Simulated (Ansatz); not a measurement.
# Lattice dynamics of Sr2C (built on the sites of a database entry of Be2C), part 2 of 2

Wanted: phonon frequencies of Sr2C (built on the sites of a database entry of Be2C) and what follows from them.

Ansatz 0.2.0; DFT PBEsol, scalar-relativistic, plane waves, PAW.

So far. Step 4 (Tight relaxation): The forces vanish by symmetry and the pressure is 0.000 GPa, within the tolerances set. The cell now holds 24.13 Å³/atom. The relaxed cell has a = 6.616 Å (conventional setting).

The structure was built from a prototype and need not be the compound's stable phase.

## 5. Modes at Γ

The zone centre comes first: it holds the modes that light can see, as far as symmetry allows. No field response is asked, since the mesh shows no gap.

Input file input.yaml:

```yaml
crystal:
  lattice:
    - [0.0, 3.3077591482, 3.3077591482]
    - [3.3077591482, 0.0, 3.3077591482]
    - [3.3077591482, 3.3077591482, 0.0]
  atoms:
    - { symbol: Sr, position: [0.25, 0.25, 0.25] }
    - { symbol: Sr, position: [0.75, 0.75, 0.75] }
    - { symbol: C, position: [0.0, 0.0, 0.0] }
kpoints:
  mp_grid: { grid: [10, 10, 10] }
hamiltonian:
  xc: pbesol
scf:
  occupations: { method: methfessel_paxton, width: 0.15 }
output:
  eigenvalues: true
phonons:
  method: dfpt
```

Started as:

```bash
ansatz run input.yaml --threads 4 --pin off --max-ram 7168MiB --backend cpu --events-out ev --progress --plain --runs-dir out
```

Numbers of over 12 decimals in the logs are rounded to 6 here.

The log of the run:

```text
zone centre: on kpoints.mp_grid the ground state, and the responses unless they are solved on pairs of k-points, stand on 102 of the mesh's 1000 k-points, reduced under 8 symmetry operations, with k and −k counted as one. Each operation leaves every solved displacement unchanged or reverses it
[...]
Crystal: 3 atoms, lattice volume = 72.382 Å³
Basis set: ecut = 420 eV, 1411 PW (Γ), exchange–correlation on 64×64×64 points (8 copies of the dense FFT grid, shifted against one another)
Bands: 16, of which v1, the nominal top of the filled ones, is band 12 counted from 1 (11 counted from 0)
Symmetry: 48 space group operations
k-points: 102 of 1000 (irreducible under 8 space group operations, time reversal used)
[...]
SCF iter   1: F=—  HF=-7229.381711 eV  |F-HF|=—  |Δ(HF+E_count)|=         —  Δρ=4.96e-3  dr2=2.59e-2  ethr=1.77e-3  ⟨swp⟩=8.8  Hψ=10620  notcnv=0
[...]
SCF iter  10: F=-7229.379767 eV  HF=-7229.379767 eV  |F-HF|=9.09e-13  |Δ(HF+E_count)|=  1.00e-11  S|Δr|=    0.00e0  Δρ=1.96e-8  dr2=2.47e-13  ethr=1.00e-12  ⟨swp⟩=6.0  Hψ=7567  notcnv=0
SCF 1 converged in 10 iterations: F = -7229.379767 eV  dr2 = 2.47e-13
[...]
DFPT response loops at Γ: preconditioner auto → Kerker (q_TF=auto, 2.270 Å⁻¹) (partly filled bands, converged f_vac=0.000); β = 1.00, the filter's whole step (`scf.mixing.beta` (0.50) is not read by the response loops under this deck's `scf.mixing.preconditioner`; to damp them name `kerker` or `kerker_dos`, under which they read `scf.mixing.beta`, and type it under 1.00, their step now; both keys bind the ground state too); Broyden in place of MSR1
SCF converged after 10 iterations
[...]
Free energy (F): -7229.379767 eV
[...]
Internal energy: -7229.382154 eV  (E = F + TS)
E sigma→0 (E₀):  -7229.380364 eV
Entropy (-TS):   0.002387 eV (0.796 meV/atom)
Fermi energy:    8.633509 eV
[...]
--- Band table (eV; the first three rows and the last of 102) ---
  k-point 0: bands = [... 8 lower, 0.3573, 7.1248, 7.1248, 7.1248, 8.6399, 9.8727, 9.8727, 13.9584]
  k-point 1: bands = [... 8 lower, 0.4201, 6.9258, 7.1956, 7.1956, 9.1091, 9.9657, 9.9657, 13.5011]
  k-point 2: bands = [... 8 lower, 0.5789, 6.7187, 7.3928, 7.3928, 10.0524, 10.2363, 10.2363, 12.6993]
  k-point 101: bands = [... 8 lower, 1.0407, 7.2374, 7.8586, 8.5064, 8.7797, 11.2521, 11.3588, 12.6939]
--- Phonons (Γ-DFPT): 2 representative perturbations + reference, on 102 of 1000 k-points (Σ response iterations 6) ---
  k mesh reduced under 8 symmetry operations, with k and −k counted as one. Each operation leaves every solved displacement unchanged or reverses it
  ASR residual: 1.319e-5 → 0.000e0 eV/Å²; symmetrization residual: 6.159e-7 eV/Å²
  ASR residual per site (eV/Å²): 1.32e-5 1.32e-5 9.21e-6
  Γ frequencies (cm⁻¹): 0.00 0.00 0.00 127.59 127.59 127.59 197.90 197.90 197.90
  non-analytic LO–TO correction: not included (Born effective charges unavailable; polar crystals: no LO–TO splitting at Γ)
```

Run time: 7.6 s. Hardware: 4 threads of Arm Neoverse V2, shared host; peak memory 0.62 GiB; 28 s of CPU time.

In the SCF lines HF is the Harris–Foulkes energy and dr2 the Hartree energy of the density residual, in eV; the loop may stop once dr2 is under the threshold and the program's other checks hold. Hψ counts applications of the Hamiltonian.

This step gave:

* sum-rule residual before enforcement: 1.32e-5 eV/Å²
* point group: m-3m
* highest optical mode at the zone centre (no LO-TO term): 197.9 cm⁻¹
* lowest optical zone-centre mode: 127.6 cm⁻¹

Patterns of degenerate modes are one choice out of their space. Modes at Γ, with each element's share of the kinetic energy:

```csv
mode,frequency (cm⁻¹),symmetry,Sr %,C %
1,0.0,acoustic,94,6
2,0.0,acoustic,94,6
3,0.0,acoustic,94,6
4,127.6,T2g,100,0
5,127.6,T2g,100,0
6,127.6,T2g,100,0
7,197.9,T1u,6,94
8,197.9,T1u,6,94
9,197.9,T1u,6,94
```

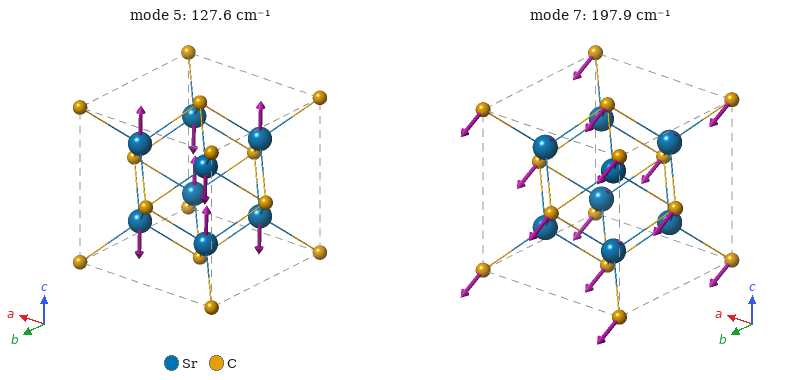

Displacement patterns of modes 5 and 7 at Γ; arrows are exaggerated. Some periodic images of atoms are drawn too.

Before it was imposed, the acoustic sum rule was missed by 1.3e-5 eV/Å². Small misses are needed for a sound result but don't prove that mesh and cutoff are converged. The lowest optical mode is real, 128 cm⁻¹.

## 6. Response at finite wavevector

Stability and thermal properties need the whole zone. Linear response on a 2×2×2 q mesh gives force constants as far as a supercell of that size would.

input.yaml: that of step 5 with these lines changed.

```diff
@@ -19 +19,8 @@
   method: dfpt
+  qmesh: [2, 2, 2]
+  temperatures: { t_max: 1000, t_step: 50 }
+  qpath:
+    path:
+      - [[0.0, 0.0, 0.0], [0.5, 0.0, 0.5], [0.625, 0.25, 0.625]]
+      - [[0.375, 0.375, 0.75], [0.0, 0.0, 0.0], [0.5, 0.5, 0.5], [0.5, 0.25, 0.75], [0.5, 0.0, 0.5]]
+    npoints: 10
```

The log of the run:

```text
Warning: phonons: the dynamical matrix that this run interpolates holds no multipole term above the dipole-dipole one, and a site of this crystal is no centre of inversion, so its interpolated transverse optical and acoustic branches and sound speeds can stay off near Gamma, and the density of states and the thermodynamics with them. What a run solves at a wave vector of phonons.qpoints, Gamma apart, where the deck admits one, is free of this, and under fd what a larger phonons.supercell samples
[...]
Crystal: 3 atoms, lattice volume = 72.382 Å³
Basis set: ecut = 420 eV, 1411 PW (Γ), exchange–correlation on 64×64×64 points (8 copies of the dense FFT grid, shifted against one another)
Bands: 16, of which v1, the nominal top of the filled ones, is band 12 counted from 1 (11 counted from 0)
Symmetry: 48 space group operations
k-points: 47 of 1000
[...]
SCF iter   1: F=—  HF=-7229.381660 eV  |F-HF|=—  |Δ(HF+E_count)|=         —  Δρ=4.92e-3  dr2=2.54e-2  ethr=1.77e-3  ⟨swp⟩=8.9  Hψ=4902  notcnv=0
[...]
SCF iter   9: F=-7229.379767 eV  HF=-7229.379767 eV  |F-HF|=1.82e-12  |Δ(HF+E_count)|=  1.16e-10  S|Δr|=    0.00e0  Δρ=8.44e-8  dr2=4.49e-12  ethr=1.00e-12  ⟨swp⟩=5.6  Hψ=4073  notcnv=0
SCF 1 converged in 9 iterations: F = -7229.379767 eV  dr2 = 4.49e-12
[...]
SCF iter   4: F=-7229.379767 eV  HF=-7229.379767 eV  |F-HF|=3.64e-12  |Δ(HF+E_count)|=  3.64e-12  S|Δr|=    0.00e0  Δρ=1.39e-7  dr2=8.99e-12  ethr=1.00e-12  ⟨swp⟩=2.9  Hψ=2671  notcnv=0
SCF 2 converged in 4 iterations: F = -7229.379767 eV  dr2 = 8.99e-12
phonons: the bands overlap, so this run is a metal and interpolates without the dipole-dipole term. If the crystal is really an insulator or semiconductor, its LO-TO splitting is missing
NSCF: frozen V_eff on 47 k-points
[...]
DFPT response loops at q = (0, 0, 0) (fractional): preconditioner auto → Kerker (q_TF=auto, 2.270 Å⁻¹) (partly filled bands, converged f_vac=0.000); β = 1.00, the filter's whole step (`scf.mixing.beta` (0.50) is not read by the response loops under this deck's `scf.mixing.preconditioner`; to damp them name `kerker` or `kerker_dos`, under which they read `scf.mixing.beta`, and type it under 1.00, their step now; both keys bind the ground state too); Broyden in place of MSR1
[...]
SCF converged after 9 iterations
[...]
Free energy (F): -7229.379767 eV
[...]
Internal energy: -7229.382154 eV  (E = F + TS)
E sigma→0 (E₀):  -7229.380364 eV
Entropy (-TS):   0.002387 eV (0.796 meV/atom)
Fermi energy:    8.633509 eV
[...]
--- Band table (eV; the first three rows and the last of 47) ---
  k-point 0: bands = [... 8 lower, 0.3573, 7.1248, 7.1248, 7.1248, 8.6399, 9.8727, 9.8727, 13.9584]
  k-point 1: bands = [... 8 lower, 0.4201, 6.9258, 7.1956, 7.1956, 9.1091, 9.9657, 9.9657, 13.5011]
  k-point 2: bands = [... 8 lower, 0.5789, 6.7187, 7.3928, 7.3928, 10.0524, 10.2363, 10.2363, 12.6993]
  k-point 46: bands = [... 8 lower, 1.0407, 7.2374, 7.8586, 8.5064, 8.7797, 11.2521, 11.3588, 12.6939]
--- Phonons (Γ-DFPT): 2 representative perturbations + reference (Σ response iterations 6) ---
  ASR residual: 3.862e-5 → 0.000e0 eV/Å²; symmetrization residual: 6.437e-7 eV/Å²
  ASR residual per site (eV/Å²): 3.86e-5 3.86e-5 2.38e-5
  Γ frequencies (cm⁻¹): 0.00 0.00 0.00 127.59 127.59 127.59 197.90 197.90 197.90
--- Phonons (arbitrary-q DFPT): 3 irreducible q on the 2×2×2 mesh ---
  q = [0.0000, 0.0000, 0.0000] (star 1, of the zone-centre solve; hermiticity 4.25e-7, symmetrization 1.19e-14): -0.00 -0.00 0.00 127.59 127.59 127.59 197.90 197.90 197.90
  q = [0.0000, 0.0000, -0.5000] (star 4, 2 solved perturbations on 282 of 1000 k-point pairs; hermiticity 1.16e-5, symmetrization 2.97e-6): 96.05 99.63 99.63 116.38 116.38 125.87 191.11 191.11 319.06
  q = [0.0000, -0.5000, -0.5000] (star 3, 4 solved perturbations in 546 linear systems a pass and spin channel, the states on 171 of 1000 k-point pairs; hermiticity 1.21e-7, symmetrization 1.91e-8): -39.59 51.24 51.24 90.33 90.33 161.44 171.56 171.56 327.96
  sum rule: each row above includes the acoustic sum rule's correction from the zone centre's row sums; it moved no ω² by more than (0.73 cm⁻¹)²
  mesh force constants: q→R imaginary residual 6.33e-17; ASR residual 3.862e-5 → 0.000e0 eV/Å²; symmetrization residual 3.109e-15 eV/Å²
  interpolated dispersion: 62 rows × 9 modes
  density of states and harmonic sums: on the 16×16×16 q-mesh, interpolated from the force constants of a 2×2×2 supercell (no non-analytic term)
  largest difference from the sums on the solved wave vectors: F 1.68e-1 eV, S 2.27e-4 and C_V 5.88e-5 eV/K
  zero-point energy: 0.077711 eV/cell   skipped modes (ω ≤ 0): 16, of them read as no rigid motion or as one in doubt: 13 (6.665e-2 modes/cell left out, lowest -39.59 cm⁻¹)   left out of the sums: 7.49e-3 of the cell's modes: C_V's classical limit lies that fraction below 3 k_B per atom; for a crystal, a wire or a layer, F and S can be off by more, and a phonons.interpolated_qmesh denser along its periods is the remedy for the sampling
```

The job ended after 35 s (4 threads; peak memory 1 GiB; 2.3 min of CPU time).

Numbers from this step:

```yaml
sum_rule_residual_before_enforcement: 3.86e-5 eV/Å²
lowest_frequency_on_the_path: -39.59 cm⁻¹
highest_frequency_on_the_path_or_at_a_solved_wavevector: 328 cm⁻¹
lowest_mode_on_the_q_mesh_acoustic_modes_at_gamma_apart: -39.59 cm⁻¹
```

Frequencies (cm⁻¹) solved at each irreducible wavevector; negative means imaginary. Frequencies by wavevector, by row:

```
q in reciprocal lattice units  star  mode 1  mode 2  mode 3  mode 4  mode 5  mode 6  mode 7  mode 8  mode 9
                        0 0 0     1       0       0       0   127.6   127.6   127.6   197.9   197.9   197.9
                     0 0 -0.5     4      96    99.6    99.6   116.4   116.4   125.9   191.1   191.1   319.1
                  0 -0.5 -0.5     3   -39.6    51.2    51.2    90.3    90.3   161.4   171.6   171.6     328
```

Interpolated from a 2×2×2 q mesh. The phonon branches at the labelled points (cm⁻¹):

```
    point  branch 1  branch 2  branch 3  branch 4  branch 5  branch 6  branch 7  branch 8  branch 9
        Γ         0         0         0       128       128       128       198       198       198
        X       -40        51        51        90        90       161       172       172       328
        U        -2        69        71       116       121       156       166       220       297
jump to K        -2        69        71       116       121       156       166       220       297
        Γ         0         0         0       128       128       128       198       198       198
        L        96       100       100       116       116       126       191       191       319
        W        29        35       104       104       114       153       180       260       260
        X       -40        51        51        90        90       161       172       172       328
```

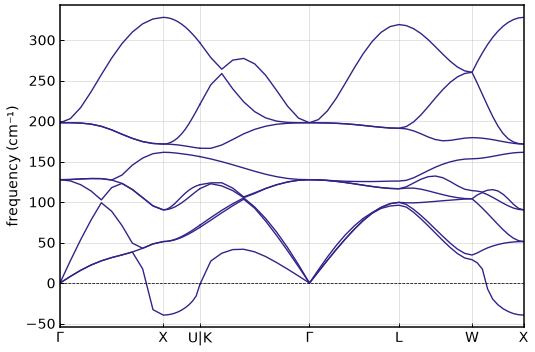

Phonon branches along the path.

The phonon density of states has structure finer than the step of the table below, so its rows give means over 20 cm⁻¹, whole bins alone (the curve runs from -37.5 to 328 cm⁻¹). Peaks (cm⁻¹: height): 97.5: 0.0660, 117.5: 0.105, 177.5: 0.0617, 197.5: 0.0495, 297.5: 0.0261.

Tetrahedra on a 16×16×16 mesh, mean over bins of 5 cm-1. Interpolated from a 2×2×2 q mesh. The phonon density of states by wavenumber; means over each step:

```
wavenumber (cm⁻¹)  phonon density of states (1/cm⁻¹/cell)
              -20                                 0.00168
                0                                 0.00188
               20                                 0.00685
               40                                  0.0338
               60                                  0.0386
               80                                  0.0375
              100                                  0.0421
              120                                  0.0883
              140                                  0.0370
              160                                  0.0152
              180                                  0.0408
              200                                  0.0327
              220                                  0.0146
              240                                 0.00989
              260                                 0.00520
              280                                  0.0184
              300                                  0.0202
```

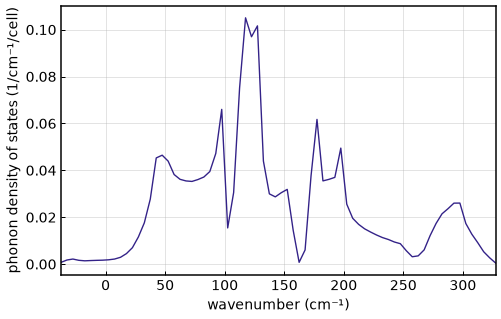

Phonon density of states against wavenumber.

The partial phonon density of states has structure finer than the step of the table below, so its rows give means over 20 cm⁻¹, whole bins alone (the curve runs from -47.9 to 347 cm⁻¹). Peaks (cm⁻¹: height): C 118.5: 0.0094, 178.1: 0.0386, 195.4: 0.0406, 294.7: 0.0266; Sr 44.0: 0.0456, 71.3: 0.0436, 98.6: 0.0512, 121.0: 0.0901, 175.6: 0.0165.

Phonopy on the run's constants, 15x15x15 mesh, Gaussian sigma 2.8 cm-1. Interpolated from a 2×2×2 q mesh. Partial phonon density of states against wavenumber; means over each step; values in 1/cm⁻¹/cell:

```csv
wavenumber (cm⁻¹),C,Sr
-20,0,0.00252
0,7.2e-6,6.9e-4
20,1.9e-4,0.00702
40,9.4e-4,0.0333
60,8.1e-4,0.0366
80,7.3e-4,0.0366
100,0.00300,0.0406
120,0.00791,0.0792
140,0.00127,0.0357
160,0.00255,0.0129
180,0.0319,0.00925
200,0.0303,0.00263
220,0.0131,7.2e-4
240,0.00941,3.5e-4
260,0.00587,1.7e-4
280,0.0174,4.2e-4
300,0.0197,3.4e-4
320,0.00492,4.2e-5
```

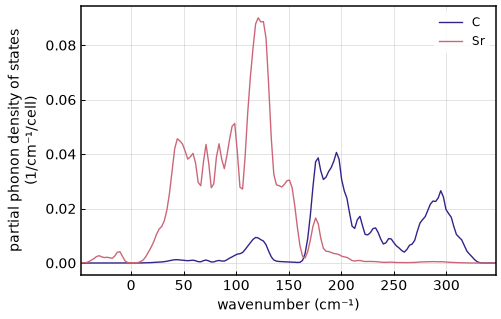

Partial phonon density of states, plotted against wavenumber.

Symmetry leaves 3 wavevectors to solve. The lowest mode among them, the acoustic zeros apart, lies at q = (0, -0.5, -0.5) and is imaginary, 39.6i cm⁻¹, so the energy falls along it.

## 7. Isotope substitution, element C, natural mass 12.011 amu

An isotope changes the mass and not the force constants, so no new electronic calculation is needed; the shifts show which modes move this element.

The same force constants with the mass of C changed from 12.011 to 13.003 u (phonopy, no LO-TO term). Both lists are sorted by frequency; levels can cross, so a row need not hold one and the same mode. Modes under 3 cm⁻¹ are left out. Isotope shifts, by row:

```csv
q,rank,natural mass (cm⁻¹),changed mass (cm⁻¹)
0 0 0,4,127.6,127.6
0 0 0,5,127.6,127.6
0 0 0,6,127.6,127.6
0 0 0,7,197.9,190.7
0 0 0,8,197.9,190.7
0 0 0,9,197.9,190.7
0 0 -0.5,1,96.05,95.96
0 0 -0.5,2,99.63,99.6
0 0 -0.5,3,99.63,99.6
0 0 -0.5,4,116.4,116.4
0 0 -0.5,5,116.4,116.4
0 0 -0.5,6,125.9,125.9
0 0 -0.5,7,191.1,183.8
0 0 -0.5,8,191.1,183.8
0 0 -0.5,9,319.1,306.9
0 -0.5 -0.5,1,-39.59,-39.59
0 -0.5 -0.5,2,51.24,51.24
0 -0.5 -0.5,3,51.24,51.24
0 -0.5 -0.5,4,90.33,88.35
0 -0.5 -0.5,5,90.33,88.35
0 -0.5 -0.5,6,161.4,161.4
0 -0.5 -0.5,7,171.6,168.6
0 -0.5 -0.5,8,171.6,168.6
0 -0.5 -0.5,9,328,315.2
```

A mode of this element alone would shift by -3.89 %. The highest zone-centre frequency without the field goes from 197.9 to 190.7 cm⁻¹ (-3.6 %). The product of the frequency ratios over all optical modes at Γ is 0.895; the product rule, (m/m′)^(3k/2) (M′/M)^(3/2) with k = 1 such atoms and M the mass of the cell, gives 0.895.

## 8. Another isotope, element Sr, natural mass 87.62 amu

The same for Sr, from 87.62 to 85.91 u.

A mode of this element alone would shift by +0.99 %. The highest zone-centre frequency without the field goes from 197.9 to 198.0 cm⁻¹ (+0.1 %). The product of the frequency ratios over all optical modes at Γ is 1.032; the product rule, (m/m′)^(3k/2) (M′/M)^(3/2) with k = 2 such atoms and M the mass of the cell, gives 1.032.

## 9. Outcome

| Quantity | Value |
| --- | --- |
| space group after relaxation (within 0.01 Å) | Fm-3m |
| volume per atom | 24.1 Å³ |
| electronic character | no gap on this mesh |
| highest optical mode at the zone centre (no LO-TO term) | 198 cm⁻¹ |
| lowest optical zone-centre mode | 128 cm⁻¹ |
| lowest mode on the q mesh (acoustic modes at Γ apart) | -39.6 cm⁻¹ |
| highest frequency on the path or at a solved wavevector | 328 cm⁻¹ |
| imaginary modes on the 2×2×2 q mesh | yes |

**Reading.** Modes are clearly imaginary (beyond 10i cm⁻¹) at 1 of the 3 irreducible wavevectors, most at q = (0, -0.5, -0.5) (39.6i cm⁻¹), so this structure is not a minimum of the energy. The optical modes at Γ span 128 to 198 cm⁻¹. The highest mode in this list at Γ, 197.9 cm⁻¹, is mostly motion of C (94 % of the kinetic energy). With no gap, or one that is small against the smearing, the frequencies hang on the k mesh and the smearing, most of all near Kohn anomalies. A phonon run warned that its eigensolver left some bands unconverged in a pass. The starting cell was built on a prototype and not taken from a measurement, so the phase need not exist. These are harmonic frequencies at zero temperature: anharmonic shifts, linewidths and thermal expansion are left out.

[Logs are printed without paths, hosts, clocks, repeated set-up lines and the standing remarks that a program may print on its own settings, such as how far it seeks lower states.]

[Hosts, paths, dates, database ids (printed as entryN), source tags and the programs' standing remarks are cut or masked in the printed files.]
